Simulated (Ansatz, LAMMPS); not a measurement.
# Liquid Zn38Se23S15 at 2050 K (76 atoms): a single point

Aim: energy, forces and density of states of liquid Zn38Se23S15 at 2050 K (76 atoms) at a fixed geometry.

Program: Ansatz 0.2.0. Level of theory: Kohn-Sham DFT, PBEsol, PAW (set soft_2), plane waves. Results are calculated unless marked as measured.

### 1. The structure

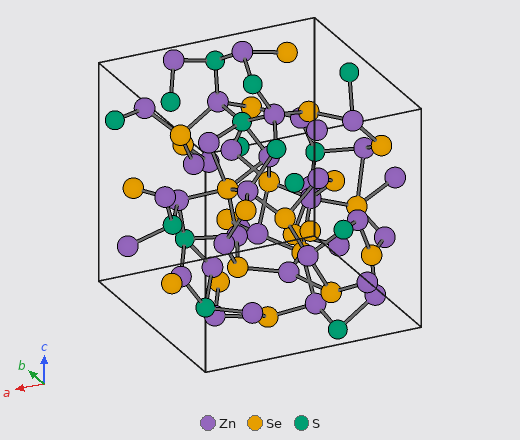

The cell as given, from a free direction (zinc purple, selenium orange, sulfur teal). Bonds to atoms that aren't drawn are left out.

The cell holds 76 atoms: 38 Zn, 23 Se and 15 S. Its edges and angles: a = 11.922 Å, b = 11.922 Å, c = 11.922 Å, α = 90.0°, β = 90.0°, γ = 90.0°. 76 atoms (38 Zn, 23 Se, 15 S) placed at random at 4.69 g/cm³, melted at 2500 K for 10 ps at fixed volume with the Stillinger-Weber II-VI potential (Zhou et al., Phys. Rev. B 88, 085309 (2013)). Snapshot at the end of a hold of 5 ps at 2050 K and fixed volume.

Before any run, some limits are plain. The network of bonds at the start is that of the classical potential that made the cell, and needn't be the one that DFT or experiment would give. Sampling is at Γ alone, for a cell whose shortest periodic width is 12 Å.

### 2. Making the structure

A classical potential supplies the starting structure, since it reaches far longer times than DFT.

This step: classical MD, Stillinger-Weber II-VI potential (Zhou et al., Phys. Rev. B 88, 085309 (2013)) (LAMMPS 22 Jul 2025 - Update 4).

Contents of in.lmp:

```
# melt-quench of Zn38Se23S15
units metal
atom_style atomic
boundary p p p
region box block 0 11.9218 0 11.9218 0 11.9218
create_box 3 box
mass 1 65.3800   # Zn
mass 2 78.9710   # Se
mass 3 32.0600   # S
create_atoms 1 random 38 259206 NULL overlap 2.03 maxtry 2000
create_atoms 2 random 23 259213 NULL overlap 2.03 maxtry 2000
create_atoms 3 random 15 259220 NULL overlap 2.03 maxtry 2000
pair_style sw
pair_coeff * * CdTeZnSeHgS0.sw Zn Se S
neigh_modify delay 0 every 1 check yes
thermo_style custom step time temp pe press density
thermo_modify norm yes
timestep 0.001
thermo 100
min_style cg
minimize 1e-4 1e-4 200 2000
reset_timestep 0
velocity all create 2500 259207 mom yes dist gaussian
fix lim all nve/limit 0.05
fix lan all langevin 2500 2500 0.1 259208 zero yes
thermo 500
run 1000 post no
unfix lim
unfix lan
thermo 1666
fix md all nvt temp 2500 2500 0.1
run 10000 post no
unfix md
thermo 1000
fix md all nvt temp 2500 2050 0.1
run 3000 post no
unfix md
compute msd all msd com yes
thermo 1250
fix md all nvt temp 2050 2050 0.1
run 5000 post no
print "== T2050: mean square displacement over the hold $(c_msd[4]:%.2f) A^2"
unfix md
uncompute msd
write_dump all custom T2050.dump id type xs ys zs modify sort id
```

Command:

```sh
$ lmp -in in.lmp -log none -nocite
```

Numbers of over 12 decimals in the logs are rounded to 6 here.

The log of the run:

```text
LAMMPS (22 Jul 2025 - Update 4)
Created orthogonal box = (0 0 0) to (11.9218 11.9218 11.9218)
Created 38 atoms
Created 23 atoms
Created 15 atoms
   Step          Time           Temp          PotEng         Press         Density
         0   0              0              0.87228655     613186.15      4.6860124
       100   0.1            0             -2.2801611      16846.774      4.6860124
       128   0.128          0             -2.2982593      16914.251      4.6860124
Loop time of 0.0428169 s on 1 MPI rank(s) for 128 steps with 76 atoms
Minimization stats:
  Stopping criterion = energy tolerance
  Energy initial, next-to-last, final =
[... 17 lines left out ...]
Loop time of 2.14846 s on 1 MPI rank(s) for 10000 steps with 76 atoms
   Step          Time           Temp          PotEng         Press         Density
[... 4 lines left out ...]
Loop time of 0.627104 s on 1 MPI rank(s) for 3000 steps with 76 atoms
   Step          Time           Temp          PotEng         Press         Density
[... 2 lines left out ...]
     16250   16.25          2352.6383     -1.9951425     -1789.946       4.6860124
     17500   17.5           2410.5466     -2.0883687      32527.753      4.6860124
     18750   18.75          1889.0125     -2.0747685      38793.139      4.6860124
     19000   19             2233.316      -2.0826835      37541.738      4.6860124
Loop time of 1.05851 s on 1 MPI rank(s) for 5000 steps with 76 atoms
== T2050: mean square displacement over the hold 19.65 A^2
```

It took 4.2 s on 1 thread of Intel Xeon Platinum 8259CL at 2.50GHz (Skylake/Cascade Lake), shared host; peak memory 0.078 GiB.

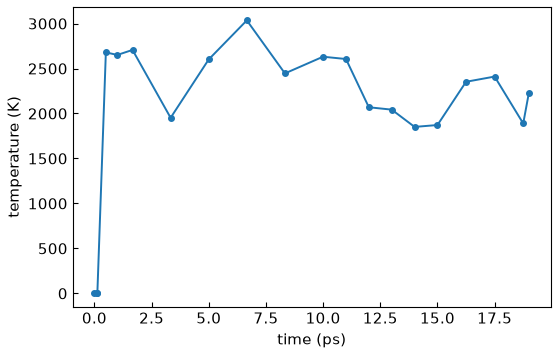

Temperature against time.

### 3. Plane-wave single point

The electrons are solved once, with the atoms held.

Contents of input.yaml:

```yaml
crystal:
  lattice:
    - [11.9218, 0.0, 0.0]
    - [0.0, 11.9218, 0.0]
    - [0.0, 0.0, 11.9218]
  atoms:
    - { symbol: Zn, position: [0.03212, 0.44059, 0.02756] }
    - { symbol: Zn, position: [0.48049, 0.05979, 0.72023] }
    - { symbol: Zn, position: [0.66402, 0.97622, 0.95265] }
    - { symbol: Zn, position: [0.30502, 0.76126, 0.7191] }
    - { symbol: Zn, position: [0.78751, 0.6853, 0.45779] }
    - { symbol: Zn, position: [0.6421, 0.284, 0.07959] }
    - { symbol: Zn, position: [0.70656, 0.3502, 0.81177] }
    - { symbol: Zn, position: [0.95601, 0.81652, 0.22744] }
    - { symbol: Zn, position: [0.81874, 0.30081, 0.31844] }
    - { symbol: Zn, position: [0.05961, 0.47591, 0.30384] }
    - { symbol: Zn, position: [0.56753, 0.84172, 0.61061] }
    - { symbol: Zn, position: [0.37729, 0.00969, 0.44769] }
    - { symbol: Zn, position: [0.37693, 0.91338, 0.95826] }
    - { symbol: Zn, position: [0.2331, 0.59124, 0.12805] }
    - { symbol: Zn, position: [0.36269, 0.30295, 0.53946] }
    - { symbol: Zn, position: [0.42466, 0.38246, 0.17992] }
    - { symbol: Zn, position: [0.4429, 0.52907, 0.65232] }
    - { symbol: Zn, position: [0.61977, 0.65159, 0.88909] }
    - { symbol: Zn, position: [0.03321, 0.90998, 0.52915] }
    - { symbol: Zn, position: [0.83168, 0.56973, 0.16562] }
    - { symbol: Zn, position: [0.88892, 0.13777, 0.17937] }
    - { symbol: Zn, position: [0.70214, 0.97907, 0.33208] }
    - { symbol: Zn, position: [0.80611, 0.5021, 0.70372] }
    - { symbol: Zn, position: [0.15933, 0.21311, 0.76475] }
    - { symbol: Zn, position: [0.89879, 0.77427, 0.86533] }
    - { symbol: Zn, position: [0.11888, 0.00516, 0.70797] }
    - { symbol: Zn, position: [0.61698, 0.28617, 0.43602] }
    - { symbol: Zn, position: [0.62343, 0.46576, 0.35236] }
    - { symbol: Zn, position: [0.83509, 0.01248, 0.61806] }
    - { symbol: Zn, position: [0.96466, 0.03969, 0.93976] }
    - { symbol: Zn, position: [0.35749, 0.40516, 0.86337] }
    - { symbol: Zn, position: [0.16894, 0.08993, 0.14508] }
    - { symbol: Zn, position: [0.43189, 0.75332, 0.3978] }
    - { symbol: Zn, position: [0.03516, 0.57033, 0.7145] }
    - { symbol: Zn, position: [0.10857, 0.12368, 0.38304] }
    - { symbol: Zn, position: [0.16127, 0.6386, 0.44808] }
    - { symbol: Zn, position: [0.44204, 0.09685, 0.15931] }
    - { symbol: Zn, position: [0.53938, 0.75456, 0.17896] }
    - { symbol: Se, position: [0.97387, 0.26151, 0.92818] }
    - { symbol: Se, position: [0.23499, 0.57946, 0.79447] }
    - { symbol: Se, position: [0.53802, 0.33833, 0.6372] }
    - { symbol: Se, position: [0.7646, 0.70932, 0.74127] }
    - { symbol: Se, position: [0.05958, 0.91895, 0.06852] }
    - { symbol: Se, position: [0.57464, 0.42985, 0.94737] }
    - { symbol: Se, position: [0.22481, 0.38982, 0.04287] }
    - { symbol: Se, position: [0.36154, 0.91267, 0.2284] }
    - { symbol: Se, position: [0.33771, 0.59365, 0.32101] }
    - { symbol: Se, position: [0.90813, 0.05798, 0.3719] }
    - { symbol: Se, position: [0.18836, 0.43364, 0.52826] }
    - { symbol: Se, position: [0.00505, 0.36314, 0.68104] }
    - { symbol: Se, position: [0.25004, 0.75187, 0.99574] }
    - { symbol: Se, position: [0.78132, 0.75652, 0.04541] }
    - { symbol: Se, position: [0.56483, 0.05599, 0.51842] }
    - { symbol: Se, position: [0.23826, 0.12276, 0.55127] }
    - { symbol: Se, position: [0.43754, 0.23189, 0.33578] }
    - { symbol: Se, position: [0.58195, 0.63713, 0.48759] }
    - { symbol: Se, position: [0.09279, 0.27799, 0.23272] }
    - { symbol: Se, position: [0.9814, 0.71269, 0.54188] }
    - { symbol: Se, position: [0.58019, 0.54638, 0.16642] }
    - { symbol: Se, position: [0.79761, 0.207, 0.57205] }
    - { symbol: Se, position: [0.66288, 0.0979, 0.14312] }
    - { symbol: S, position: [0.48146, 0.70543, 0.74575] }
    - { symbol: S, position: [0.33552, 0.10432, 0.01522] }
    - { symbol: S, position: [0.82348, 0.35716, 0.11105] }
    - { symbol: S, position: [0.0433, 0.64149, 0.18733] }
    - { symbol: S, position: [0.54467, 0.8296, 0.98716] }
    - { symbol: S, position: [0.74668, 0.19292, 0.90077] }
    - { symbol: S, position: [0.66843, 0.9959, 0.75403] }
    - { symbol: S, position: [0.37671, 0.23239, 0.78367] }
    - { symbol: S, position: [0.02561, 0.62334, 0.91189] }
    - { symbol: S, position: [0.95987, 0.92907, 0.75805] }
    - { symbol: S, position: [0.13103, 0.9233, 0.30241] }
    - { symbol: S, position: [0.85103, 0.49438, 0.37427] }
    - { symbol: S, position: [0.25545, 0.84038, 0.51795] }
    - { symbol: S, position: [0.30721, 0.95754, 0.77572] }
    - { symbol: S, position: [0.75882, 0.79426, 0.29374] }
kpoints:
  mp_grid: { grid: [1, 1, 1] }
hamiltonian:
  xc: pbesol
scf:
  occupations: { method: gaussian, width: 0.05 }
output:
  forces: true
  stress: true
  populations: true
  dos:
    method: { smearing: { sigma: 0.15 } }
    de: 0.1
    projected: { site_lists: { S: [S], Se: [Se], Zn: [Zn] } }
  eigenvalues: true
  write_density: true
  write_potential: true
  volumetric_format: npy
```

Command:

```sh
$ ansatz run input.yaml --threads 8 --pin off --max-ram 15872MiB --backend cpu --events-out ev --progress --plain --runs-dir out
```

The log of the run:

```text
Engine: ansatz 0.2.0, x86_64-unknown-linux-gnu
Pseudopotentials: kind: paw
Pseudopotential: Zn, paw, valence charge 12, recommended cutoff 420 eV (normal), Zn.paw.azcp
Pseudopotential: Se, paw, valence charge 16, recommended cutoff 420 eV (normal), Se.paw.azcp
Pseudopotential: S, paw, valence charge 6, recommended cutoff 420 eV (normal), S.paw.azcp
[... 3 lines on functional and potentials left out ...]
Crystal: 76 atoms, lattice volume = 1694.437 Å³
Basis set: ecut = 420 eV, 33059 PW (Γ), exchange–correlation on 160×160×160 points (8 copies of the dense FFT grid, shifted against one another)
Bands: 549, of which v1, the nominal top of the filled ones, is band 457 counted from 1 (456 counted from 0)
Symmetry: 1 space group operations
Space group: P1 (ITA 1), of the structure as read, at distance tolerance 1.2e-4 Å
k-points: 1
[... 10 lines on functional and potentials left out ...]
Initial density: superposition of atomic densities (neutral atoms: chi_scale 0, normalization atom), corrected by the library's trained network
Initial wavefunctions: pseudopotential atomic-orbital guess
Functional: x = pbesol(κ = 0.804, μ = 0.123457), c = pbesol(β = 0.046)
SCF iter   1: F=—  HF=-262711.309181 eV  |F-HF|=—  |Δ(HF+E_count)|=         —  Δρ=5.79e-3  dr2=1.10e0  ethr=1.77e-3  ⟨swp⟩=6.0  Hψ=2189  notcnv=0  defer=12
preconditioner: auto → LDOS  [metal: Δε(μ)=0.023 eV  Ē_g=9.707 eV  σ=0.050 eV  W_gap=0.26  n_scr=436 (ndim 8)  ℏωp=23.6 eV  f_vac=0.055  D(μ)=43.37/eV (n_scr^D=256)  β→1.0]
SCF iter   2: F=—  HF=-262711.246830 eV  |F-HF|=—  |Δ(HF+E_count)|=   6.24e-2  Δρ=5.30e-3  dr2=4.52e-1  ethr=1.20e-4  ⟨swp⟩=2.0  Hψ=981  notcnv=0  defer=82
SCF iter   3: F=—  HF=-262711.133812 eV  |F-HF|=—  |Δ(HF+E_count)|=   1.13e-1  Δρ=2.86e-3  dr2=1.63e-1  ethr=4.95e-5  ⟨swp⟩=2.0  Hψ=791  notcnv=0  defer=82
SCF iter   4: F=—  HF=-262711.096282 eV  |F-HF|=—  |Δ(HF+E_count)|=   3.75e-2  Δρ=1.09e-3  dr2=6.05e-2  ethr=1.79e-5  ⟨swp⟩=2.0  Hψ=822  notcnv=0  defer=82
SCF iter   5: F=—  HF=-262711.090538 eV  |F-HF|=—  |Δ(HF+E_count)|=   5.74e-3  Δρ=6.17e-4  dr2=1.67e-2  ethr=6.62e-6  ⟨swp⟩=2.0  Hψ=530  notcnv=0  defer=82
SCF iter   6: F=—  HF=-262711.088609 eV  |F-HF|=—  |Δ(HF+E_count)|=   1.93e-3  Δρ=3.62e-4  dr2=4.91e-3  ethr=1.82e-6  ⟨swp⟩=2.0  Hψ=778  notcnv=0  defer=82
SCF iter   7: F=—  HF=-262711.088046 eV  |F-HF|=—  |Δ(HF+E_count)|=   5.63e-4  Δρ=1.95e-4  dr2=1.55e-3  ethr=5.37e-7  ⟨swp⟩=2.0  Hψ=765  notcnv=0  defer=82
SCF iter   8: F=—  HF=-262711.087867 eV  |F-HF|=—  |Δ(HF+E_count)|=   1.79e-4  Δρ=1.03e-4  dr2=4.68e-4  ethr=1.70e-7  ⟨swp⟩=2.0  Hψ=765  notcnv=0  defer=82
SCF iter   9: F=—  HF=-262711.087826 eV  |F-HF|=—  |Δ(HF+E_count)|=   4.13e-5  Δρ=5.37e-5  dr2=1.31e-4  ethr=5.12e-8  ⟨swp⟩=2.0  Hψ=778  notcnv=0  defer=82
SCF iter  10: F=—  HF=-262711.087794 eV  |F-HF|=—  |Δ(HF+E_count)|=   3.22e-5  Δρ=3.33e-5  dr2=4.08e-5  ethr=1.43e-8  ⟨swp⟩=2.0  Hψ=766  notcnv=0  defer=82
SCF iter  11: F=—  HF=-262711.087581 eV  |F-HF|=—  |Δ(HF+E_count)|=   2.13e-4  Δρ=1.82e-5  dr2=1.46e-5  ethr=4.47e-9  ⟨swp⟩=2.0  Hψ=767  notcnv=0  defer=82
SCF iter  12: F=—  HF=-262711.087580 eV  |F-HF|=—  |Δ(HF+E_count)|=   1.14e-6  Δρ=9.74e-6  dr2=4.27e-6  ethr=1.59e-9  ⟨swp⟩=2.0  Hψ=761  notcnv=0  defer=82
SCF iter  13: F=—  HF=-262711.087579 eV  |F-HF|=—  |Δ(HF+E_count)|=   3.80e-7  Δρ=5.93e-6  dr2=1.36e-6  ethr=4.67e-10  ⟨swp⟩=2.0  Hψ=765  notcnv=0  defer=82
SCF iter  14: F=—  HF=-262711.087579 eV  |F-HF|=—  |Δ(HF+E_count)|=   1.48e-7  Δρ=3.72e-6  dr2=5.29e-7  ethr=1.49e-10  ⟨swp⟩=2.0  Hψ=771  notcnv=0  defer=82
SCF iter  15: F=—  HF=-262711.087579 eV  |F-HF|=—  |Δ(HF+E_count)|=   3.88e-8  Δρ=2.12e-6  dr2=1.89e-7  ethr=5.79e-11  ⟨swp⟩=2.0  Hψ=772  notcnv=0  defer=82
SCF iter  16: F=-262711.087579 eV  HF=-262711.087579 eV  |F-HF|=6.11e-8  |Δ(HF+E_count)|=   1.44e-8  Δρ=1.34e-6  dr2=6.69e-8  ethr=1.09e-11  ⟨swp⟩=13.0  Hψ=4153  notcnv=0
SCF 1 converged in 16 iterations: F = -262711.087579 eV  dr2 = 6.69e-8
  greatest PAW one-centre occupation: 1.000 electrons in one spin orbital (limit 2), on the Se atom at site 42 (counted from 0), in its partial waves of l = 2
SCF converged after 16 iterations
Free energy (F): -262711.087579 eV
Harris-Foulkes:  -262711.087579 eV  (|F-HF|=6.11e-8)
Internal energy: -262711.025910 eV  (E = F + TS)
E sigma→0 (E₀):  -262711.056745 eV
Entropy (-TS):   -0.061669 eV (-0.811 meV/atom)
Fermi energy:    6.695381 eV
--- Per-component energies (eV) ---
  E_band       = -9143.460069
  E_kinetic    = 9218.463659
  E_local      = -134701.721138  (includes V_loc(G=0)·N_el)
  E_nonlocal   = 10223.469019
  E_hartree    = 60891.592865
  E_xc         = -8905.705468
  E_vxc        = -5470.941650  (∫ρ·V_xc dr)
  E_paw        = -119817.808065  (= ΣΔE_a)
  E_vpaw       = -10195.900441  (= ΣTr[D̂ρ^β])
  E_aug_tail   = -0.027424  (compensation charges beyond the density's cutoff)
  E_ewald      = -79673.712445
  E_core_change = 54.423087  (= ΣΔE_core)
  E_smearing   = -0.061669  (= −TS)
  E_closure    = 0.000000  (closes the sum)
  Σ components = -262711.087579   (vs F -262711.087579, Δ=0.00e0)
--- Forces (eV/Å), atoms counted from 1 ---
  atom   1  Zn    -0.60138474     0.46756758    -0.61082015
  atom   2  Zn    -0.17639767     0.03712594     0.24511614
  atom   3  Zn     0.16891309     0.31218878    -0.19266597
  atom   4  Zn    -0.55519030     0.87069136    -0.45611750
  atom   5  Zn     0.12848287    -0.29091162    -0.34422042
  atom   6  Zn     0.72308913     0.47647172    -0.97728909
  atom   7  Zn    -0.14167160     0.07475109    -0.62149058
  atom   8  Zn    -0.12390362     0.37334318    -0.10125567
  atom   9  Zn    -0.22347059     0.74984878     0.11739120
  atom  10  Zn    -0.43737053     0.18435866     0.48597211
  atom  11  Zn     0.32737098    -0.06690671     0.94473056
  atom  12  Zn    -0.16708994    -0.77985951    -0.39500079
  atom  13  Zn    -0.81006449     0.30808923     0.10464306
  atom  14  Zn     0.20331655     0.34389181     0.02152582
[...]
atom  75  S      0.26104915    -0.64590018     0.00348987
  atom  76  S      0.29682721     0.36665504     0.71717477
  max |Σ_I F_I| component: 4.21e-5 eV/Å
--- Stress (GPa, compression-positive) ---
       -4.435028       1.202612       0.727373
        1.202612      -6.252065       1.218995
        0.727373       1.218995      -2.828680
  P = ⅓ Tr σ = -4.5053 GPa (-45.053 kbar)
--- Band table (eV) ---
  k-point 0: bands = ["-41.4082", "-41.4002", "-41.3881", "-41.3613", [... 533 levels ...], "12.1823", "12.2097", "12.2757", "12.3259", "12.3577", "12.4079", "12.4557", "12.4961", "12.5568", "12.5714", "12.6538", "12.7011"]
--- Löwdin populations: 76 sites ---
  site symbol       q [e]
     0     Zn     10.8278
     1     Zn     10.8057
     2     Zn     10.8329
[...]
75      S      6.9426
  spilling = 0.009589 (of n_electrons = 914.000000)
```

Run time: 25 s. Hardware: 8 threads of Intel Xeon Platinum 8259CL at 2.50GHz (Skylake/Cascade Lake), shared host; peak memory 2.8 GiB.

The run gave:

```yaml
free_energy: -262711.0876 eV
free_energy_per_atom: -3456.7248 eV/atom
scf_cycles: 16
pressure: -4.505 GPa
r_m_s_force_component: 0.5942 eV/Å
longest_force: 2.058 eV/Å
fermi_energy: 6.695 eV
levels_partly_filled_by_over_2_per_cent: 3
spilling_of_the_projection: 0.009589
```

Length of the force by element:

| element | coordination | atoms | mean length of the force (eV/Å) | spread | least | most |
| --- | --- | --- | --- | --- | --- | --- |
| S | all | 15 | 1.06 | 0.37 | 0.572 | 1.73 |
| Se | all | 23 | 1.15 | 0.480 | 0.389 | 2.06 |
| Zn | all | 38 | 0.734 | 0.368 | 0.160 | 1.89 |

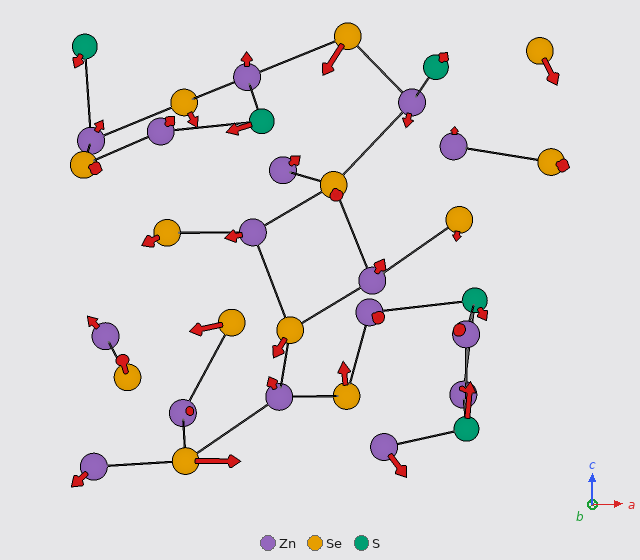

Forces as arrows; the longest in the cell is 2.06 eV/Å. Drawn is a slice 6 Å thick, seen along the normal of the ac plane. Bonds to atoms that aren't drawn are left out.

Density of states as counts of states in windows of 1 eV (from the Fermi level), total and the larger projections:

| from (eV) | to (eV) | total | Zn d | Se p | S p | Zn s | Se s |
| --- | --- | --- | --- | --- | --- | --- | --- |
| -14 | -13 | 28.5 | 0.5 | 0.3 | 0.2 | 3.3 | 17.5 |
| -13 | -12 | 37.1 | 1.1 | 0.5 | 0.2 | 1.9 | 19.2 |
| -12 | -11 | 9.9 | 0.3 | 0.2 | 0.1 | 0.3 | 4.3 |
| -11 | -9 | 0.0 | 0.0 | 0.0 | 0.0 | 0.0 | 0.0 |
| -9 | -8 | 0.6 | 0.5 | 0.0 | 0.1 | 0.0 | 0.0 |
| -8 | -7 | 193.7 | 182.9 | 4.2 | 4.1 | 1.9 | 0.3 |
| -7 | -6 | 186.9 | 180.6 | 2.2 | 1.7 | 1.2 | 0.6 |
| -6 | -5 | 30.5 | 4.6 | 8.7 | 6.8 | 8.9 | 0.6 |
| -5 | -4 | 37.6 | 2.8 | 14.7 | 9.8 | 8.2 | 0.7 |
| -4 | -3 | 34.7 | 1.7 | 16.7 | 11.3 | 2.9 | 0.5 |
| -3 | -2 | 50.2 | 2.1 | 26.0 | 17.2 | 2.2 | 0.4 |
| -2 | -1 | 43.7 | 1.4 | 22.5 | 14.7 | 2.5 | 0.4 |
| -1 | 0 | 29.9 | 0.5 | 15.6 | 8.5 | 2.9 | 0.3 |
| 0 | 1 | 20.2 | 0.2 | 7.6 | 3.5 | 5.9 | 0.3 |
| 1 | 2 | 25.0 | 0.1 | 5.5 | 2.9 | 10.2 | 0.3 |
| 2 | 3 | 28.8 | 0.1 | 4.6 | 2.5 | 9.6 | 0.2 |
| 3 | 4 | 28.8 | 0.1 | 2.3 | 1.6 | 4.8 | 0.1 |
| 4 | 5 | 37.2 | 0.1 | 1.7 | 1.1 | 2.8 | 0.1 |

About 230 of the 914 electrons lie in deeper levels, below the stored range.

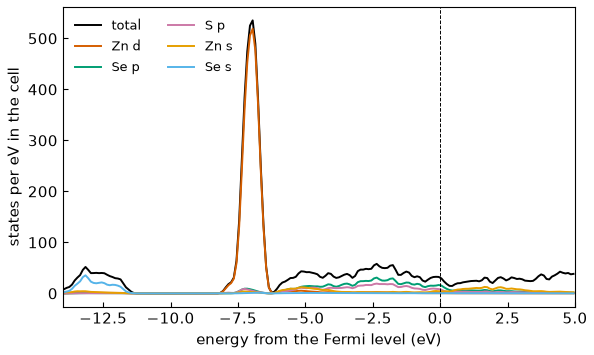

Total and projected density of states, with the broadening of the input.

The levels nearest the highest filled one (over half full), pooled over k-points and spins:

| level less the highest filled one (eV) | occupation |
| --- | --- |
| -0.352 | 2 |
| -0.249 | 2 |
| -0.203 | 2 |
| -0.18 | 2 |
| -0.0797 | 1.98 |
| 0 | 1.12 |
| 0.0128 | 0.836 |
| 0.0727 | 0.057 |
| 0.198 | 0 |
| 0.275 | 0 |
| 0.446 | 0 |
| 0.598 | 0 |

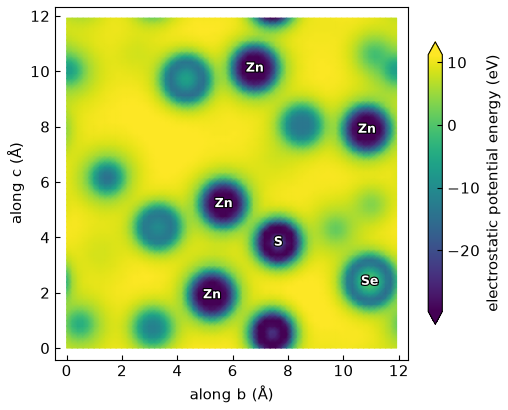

Electrostatic potential energy in the bc plane at fractional x = 0.043, with atoms of Zn and Se and S within 0.2 Å of it. With pseudopotentials it is smooth inside the atoms' cores, unlike the true potential. The map starts off the cell's origin, so that atoms lie inside it.

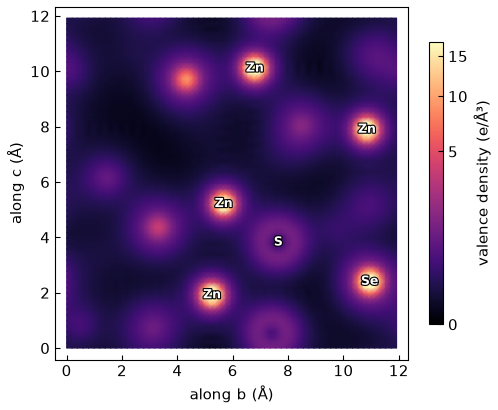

Valence density in the bc plane at fractional x = 0.043, with atoms of Zn and Se and S within 0.2 Å of it. It is the smooth field of the valence electrons, not physical close to the nuclei. The map starts off the cell's origin, so that atoms lie inside it. The colour scale is stretched toward low values.

Within 0.4 eV of the Fermi level the largest share is Se p (53 % of the projected weight).

(Part 1 of 2 ends here.)

[Logs are printed without paths, hosts, clocks, repeated set-up lines and the standing remarks that a program may print on its own settings, such as how far it seeks lower states.]

[Hosts, paths, dates, database ids (printed as entryN), source tags and the programs' standing remarks are cut or masked in the printed files.]
